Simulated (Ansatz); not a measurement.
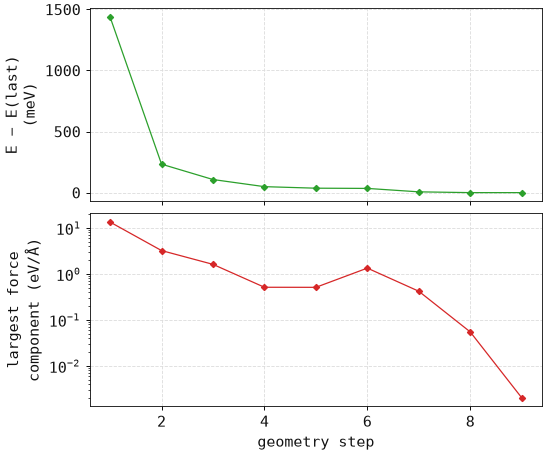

History of a geometry optimisation. Cl$_{2}$H, multiplicity 2; UKS PBE0-D4/def2-TZVP in Ansatz 0.2.0.

The optimisation met its thresholds at geometry 9, counting the start as the first. The energy fell by about 1400 meV from the first step to the last. The largest force component goes from about 13 eV/Å at the start to 2 × 10⁻³ eV/Å at the end.
